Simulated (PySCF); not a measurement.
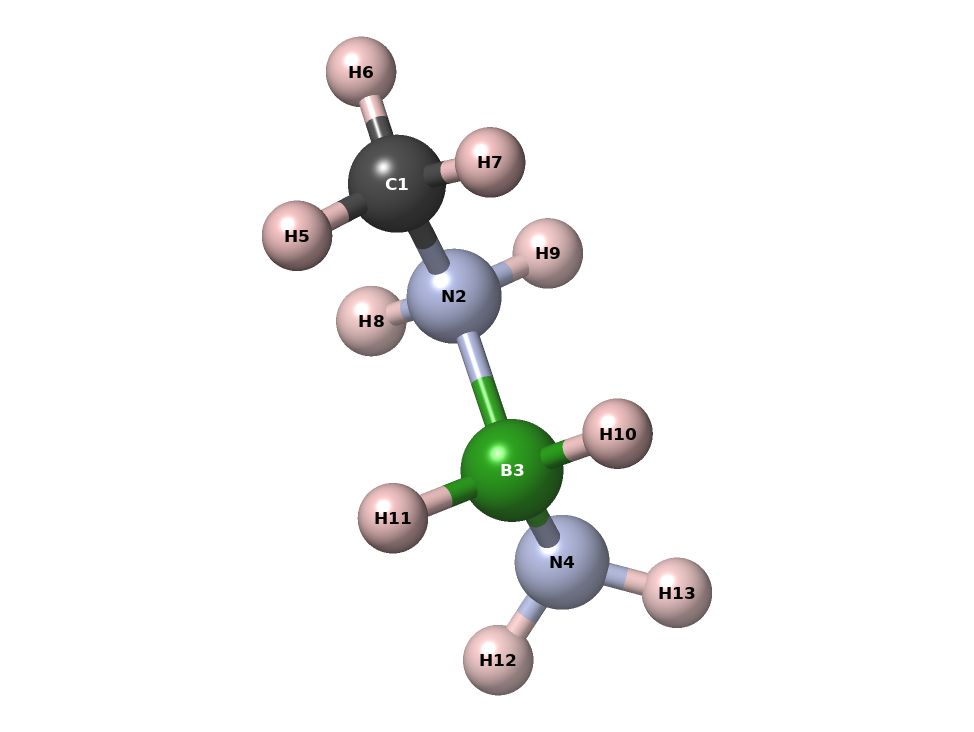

The computed structure is the end point of a PBE0-D3(BJ)/def2-SVP optimisation. No frequency run is at hand to confirm it as a minimum. Electric field gradients from the ground-state density, B3LYP/pcJ-1 (PySCF 2.14.0), non-relativistic apart from any core potentials.

Give the largest field-gradient component, the quadrupole coupling constant and the asymmetry for 14N at N2 (Q = 20.44 mb), 11B at B3 (Q = 40.59 mb), 14N at N4 (Q = 20.44 mb), 2H at H5 (Q = 2.86 mb), 2H at H6 (Q = 2.86 mb), 2H at H7 (Q = 2.86 mb), 2H at H8 (Q = 2.86 mb).

```tsv
atom	V_zz (a.u.)	e²qQ/h (MHz)	η
N2	−0.611	−2.94	0.22
B3	0.229	2.18	0.26
N4	−0.957	−4.60	0.37
H5	0.277	0.186	0.07
H6	0.277	0.186	0.07
H7	0.277	0.186	0.07
H8	0.349	0.235	0.08
```
